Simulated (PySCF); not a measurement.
# ZrO (SMILES [O][Zr]) at SCS-MP2/def2-TZVP (core potential)

Aim: the vertical singlet–triplet gap of ZrO at SCS-MP2/def2-TZVP (core potential), from 2 runs. Input form: a Python script.

The calculation is run with PySCF 2.14.0.

4 further runs of the same task are left out: 4 set aside as unsound or not needed. Runs told in other sessions of the task aren't counted.

## Step 1: The molecule

The species is ZrO (2 atoms), meant as a singlet with charge 0. SMILES: `[O][Zr]`. The bond length is the measured one.

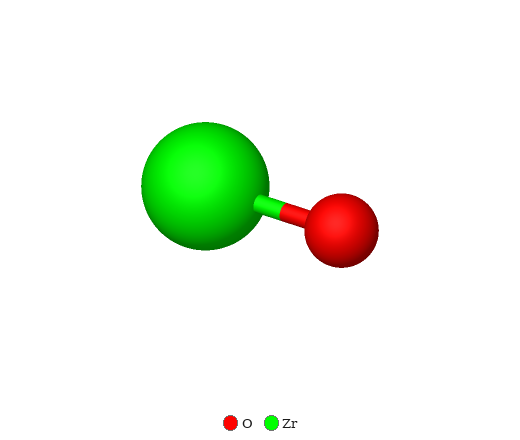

Viewed from a chosen angle; oxygen red, zirconium green.

## Step 2: The energy at SCS-MP2/def2-TZVP (core potential)

Input file calc.py:

```python
from pyscf import gto, mp

system = gto.M(
    atom=[
    ('O', (0.000000, 0.000000, 0.000000)),
    ('Zr', (0.000000, 0.000000, 1.711600)),
],
    basis='def2-tzvp',
    max_memory=1860,
    ecp={'Zr': 'def2-svp'},
    verbose=3,
)

hf = system.RHF()
hf.conv_tol = 1e-10
hf.kernel()
if not hf.converged:
    hf = hf.newton().run(hf.mo_coeff, hf.mo_occ)

pt = mp.MP2(hf, frozen=1).run()
e_final = hf.e_tot + 1.2 * pt.e_corr_os + pt.e_corr_ss / 3
print('Final energy', e_final)
```

Launch:

```
OMP_NUM_THREADS=1 python calc.py
```

Standard output:

```text
converged SCF energy = -121.387690794421
E(RMP2) = -121.941613776536  E_corr = -0.553922982114673
E(SCS-RMP2) = -121.911303455651  E_corr = -0.523612661229466
Final energy -121.91130345565094
```

Wall time 1.3 s (1 thread of Arm Neoverse V1, shared host); peak memory 0.15 GiB.

## Step 3: The triplet

Input file calc.py:

```python
from pyscf import gto, scf, mp

mol = gto.Mole()
mol.atom = '''
O      0.000000     0.000000     0.000000
Zr     0.000000     0.000000     3.234455
'''
mol.verbose = 4
mol.unit = 'bohr'
mol.max_memory = 1860
mol.charge = 0
mol.basis = 'def2-tzvp'
mol.spin = 2
mol.ecp = {'Zr': 'def2-svp'}
mol.build()

mf = scf.UHF(mol)
mf.conv_tol = 1e-10
mf.kernel()
if not mf.converged:
    mf = mf.newton().run(mf.mo_coeff, mf.mo_occ)

pt = mp.MP2(mf, frozen=1).run()
e_final = mf.e_tot + 1.2 * pt.e_corr_os + pt.e_corr_ss / 3
print('E = %.10f Eh' % e_final)
```

Launch:

```
OMP_NUM_THREADS=1 python calc.py
```

Standard output:

```text
PySCF version 2.14.0

[INPUT] num. atoms = 2
[INPUT] num. electrons = 20
[INPUT] charge = 0
[INPUT] spin (= nelec alpha-beta = 2S) = 2
[INPUT] symmetry False subgroup None
[INPUT] Mole.unit = bohr
[INPUT] Symbol           X                Y                Z      unit          X                Y                Z       unit  Magmom
[INPUT]  1 O      0.000000000000   0.000000000000   0.000000000000 AA    0.000000000000   0.000000000000   0.000000000000 Bohr   0.0
[INPUT]  2 Zr     0.000000000000   0.000000000000   1.711599875746 AA    0.000000000000   0.000000000000   3.234455000000 Bohr   0.0

nuclear repulsion = 29.6804252957608
number of shells = 25
number of NR pGTOs = 106
number of NR cGTOs = 71
basis = def2-tzvp
ecp = {'Zr': 'def2-svp'}

******** <class 'pyscf.scf.uhf.UHF'> ********
method = UHF
initial guess = minao
damping factor = 0
level_shift factor = 0
DIIS = <class 'pyscf.scf.diis.CDIIS'>
diis_start_cycle = 1
diis_space = 8
diis_damp = 0
SCF conv_tol = 1e-10
SCF conv_tol_grad = None
SCF max_cycles = 50
direct_scf = True
direct_scf_tol = 1e-13
number electrons alpha = 11  beta = 9
Set gradient conv threshold to 1e-05
init E= -115.556331580408

[... the frontier-level lines of each cycle are left out ...]



cycle= 1 E= -121.233967148073  delta_E= -5.68  |g|= 0.671  |ddm|= 2.97
cycle= 2 E= -121.195804215087  delta_E= 0.0382  |g|= 0.738  |ddm|= 0.876
cycle= 3 E= -121.405398030736  delta_E= -0.21  |g|= 0.108  |ddm|= 0.418
cycle= 4 E= -121.411443898551  delta_E= -0.00605  |g|= 0.02  |ddm|= 0.128
cycle= 5 E= -121.412346664472  delta_E= -0.000903  |g|= 0.0119  |ddm|= 0.0718
cycle= 6 E= -121.412887159119  delta_E= -0.00054  |g|= 0.00743  |ddm|= 0.0543
cycle= 7 E= -121.413201902463  delta_E= -0.000315  |g|= 0.00386  |ddm|= 0.0518
cycle= 8 E= -121.413266165707  delta_E= -6.43e-05  |g|= 0.00198  |ddm|= 0.0247
cycle= 9 E= -121.413282871106  delta_E= -1.67e-05  |g|= 0.00114  |ddm|= 0.00796
cycle= 10 E= -121.413291206239  delta_E= -8.34e-06  |g|= 0.000406  |ddm|= 0.0069
cycle= 11 E= -121.413292119651  delta_E= -9.13e-07  |g|= 0.000144  |ddm|= 0.00292
cycle= 12 E= -121.413292187015  delta_E= -6.74e-08  |g|= 6.18e-05  |ddm|= 0.000574
cycle= 13 E= -121.413292198086  delta_E= -1.11e-08  |g|= 3.23e-05  |ddm|= 0.000185
cycle= 14 E= -121.413292200968  delta_E= -2.88e-09  |g|= 2.27e-05  |ddm|= 9.34e-05
cycle= 15 E= -121.413292201735  delta_E= -7.67e-10  |g|= 9.13e-06  |ddm|= 4.72e-05
cycle= 16 E= -121.413292202003  delta_E= -2.68e-10  |g|= 3.06e-06  |ddm|= 3.26e-05
cycle= 17 E= -121.413292202035  delta_E= -3.2e-11  |g|= 1.14e-06  |ddm|= 1.32e-05
Extra cycle  E= -121.413292202037  delta_E= -2.1e-12  |g|= 7.32e-07  |ddm|= 1.92e-06
converged SCF energy = -121.413292202037  <S^2> = 2.0270371  2S+1 = 3.0179709

******** <class 'pyscf.mp.ump2.UMP2'> ********
nocc = (np.int64(10), np.int64(8)), nmo = (70, 70)
frozen orbitals 1
E(UMP2) = -121.924924883653  E_corr = -0.511632681616348
E(SCS-UMP2) = -121.891577647994  E_corr = -0.478285445957178
E_corr(same-spin) = -0.156546659979738
E_corr(oppo-spin) = -0.35508602163661
E = -121.8915776480 Eh
```

Wall time 2 s (1 thread of Arm Neoverse V1, shared host); peak memory 0.16 GiB.

## Step 4: Summary of results

At SCS-MP2/def2-TZVP (core potential), 1 core orbital frozen:

| quantity | value |
| --- | --- |
| singlet: total energy | -121.91130 Eh |
| singlet: dipole moment (Hartree–Fock density) | 3.01 D |
| singlet: HOMO energy (Hartree–Fock orbitals) | -6.73 eV |
| singlet: LUMO energy (Hartree–Fock orbitals) | 0.32 eV |
| singlet: HOMO–LUMO gap (Hartree–Fock orbitals) | 7.05 eV |
| singlet: correlation energy (1 core orbital frozen) | -523.6 mEh |
| triplet: total energy | -121.89158 Eh |
| triplet: dipole moment (Hartree–Fock density) | 4.43 D |
| triplet: HOMO energy (Hartree–Fock orbitals) (highest over α and β) | -6.65 eV |
| triplet: LUMO energy (Hartree–Fock orbitals) (lowest over α and β) | 0.04 eV |
| triplet: correlation energy (1 core orbital frozen) | -478.3 mEh |
| triplet: ⟨S²⟩ of the reference determinant | 2.027 |
| vertical energy of the triplet above the singlet | 0.537 eV |

What this shows: At this shape the triplet lies 0.54 eV (12.4 kcal/mol) above the singlet.
